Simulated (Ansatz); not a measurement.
Response to strain in Sn

The parent structure is Sn in the diamond structure (space group Fd-3m, No. 227; relaxed with 0.1 eV smearing).

```xyz
2
Lattice="0.0000 3.3281 3.3281 3.3281 0.0000 3.3281 3.3281 3.3281 0.0000" Properties=species:S:1:pos:R:3 pbc="T T T"
Sn     0.0000     0.0000     0.0000
Sn     1.6640     1.6640     1.6640
```

Strains are applied to the cell and any free atomic positions relax.

The values are results of PBE (Ansatz, a program for electronic structure), without spin-orbit coupling, not measurements.

Notes on the quantities. energy relative to the base: free energy F.

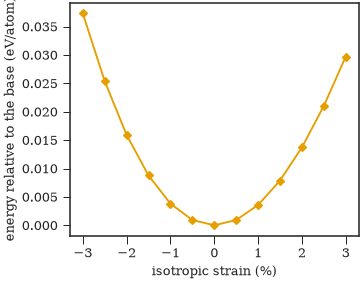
Fig. 1. Energy relative to the base against isotropic strain

Question: From the plot, what is the energy relative to the base for isotropic strain −2.50 %?

Answer: About 0.025 eV/atom.

Question: Is the trend monotonic over the range shown?

Answer: No, it turns within the range, spanning 0 meV/atom to +37 meV/atom.

Whether these cells are dynamically stable was not tested.
